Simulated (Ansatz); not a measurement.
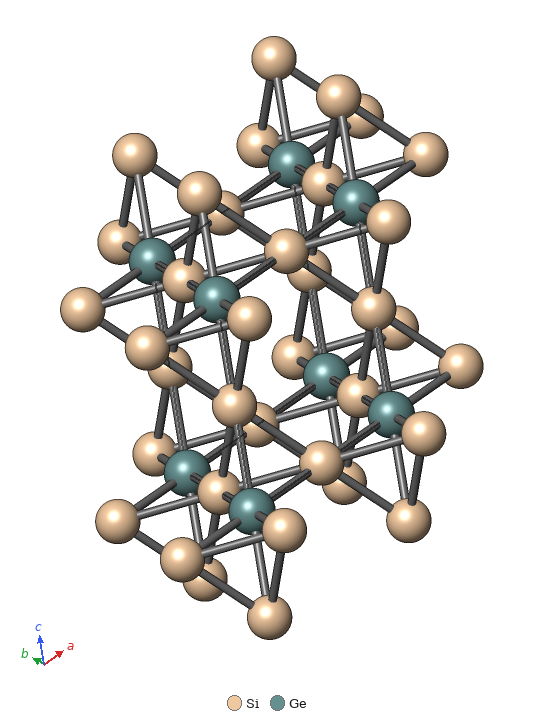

Structure drawing (ball-and-stick), viewed slightly off an axis. The wireframe shows the simulation cell. Atoms just outside the outline that bond to atoms inside are added.

Input
```yaml
crystal:
  lattice:
    - [2.4754855378, 1.4292222416, 4.3151081973]
    - [-2.4754855378, 1.4292222416, 4.3151081973]
    - [0.0, -2.8584444832, 4.3151081973]
  atoms:
    - { symbol: Si, position: [0.0, 0.0, 0.5] }
    - { symbol: Si, position: [0.5, 0.0, 0.0] }
    - { symbol: Si, position: [0.0, 0.5, 0.0] }
    - { symbol: Ge, position: [0.0, 0.0, 0.0] }
basis:
  ecutwfc: 420
kpoints:
  mp_grid: { grid: [12, 12, 12] }
  band_path:
    path:
      - [[0.0, 0.0, 0.0], [0.5, 0.5, 0.5], [0.7601984, 0.2398016, 0.5]]
      - [[0.5, -0.2398016, 0.2398016], [0.5, 0.0, 0.0], [0.0, 0.0, 0.0], [0.3699008, -0.3699008, 0.0]]
      - [[0.6300992, 0.0, 0.3699008], [0.5, 0.0, 0.5], [0.0, 0.0, 0.0]]
    npoints: 14
hamiltonian:
  xc: pbe
scf:
  occupations: { method: gaussian, width: 0.1 }
  n_extra_bands: 10
output:
  forces: true
  stress: true
  eigenvalues: true
  populations: true
  dos: { projected: true, de: 0.02, nscf_kmesh: { grid: [15, 15, 15] } }
  bader: true
  write_density: true
  write_potential: true
  elf: true
  volumetric_format: npy
```
Run as:
```sh
ansatz run input.yaml --threads 1 --pin off --max-ram 2560MiB --backend cpu --events-out ev --progress --plain --runs-dir out
```

Computational set-up: DFT PBE, scalar-relativistic, plane waves, PAW (Ansatz 0.2.0), wavefunction cutoff 420 eV, a 12×12×12 mesh of k-points, Gaussian smearing of 0.1 eV, no spin polarisation.

What are the atomic charges by Bader's partition?

Answer. Si +0.04 e; Ge -0.11 e. Little charge moves, as in a metallic or covalent solid.

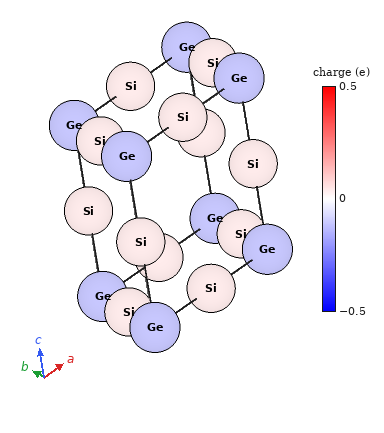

The atoms coloured by those charges.

The cell started as a random cell made by a generator, so it need not be a real form of the compound. Earlier steps of the study may have refined or changed the cell and positions. Ansatz was used for an electronic-structure calculation on it.
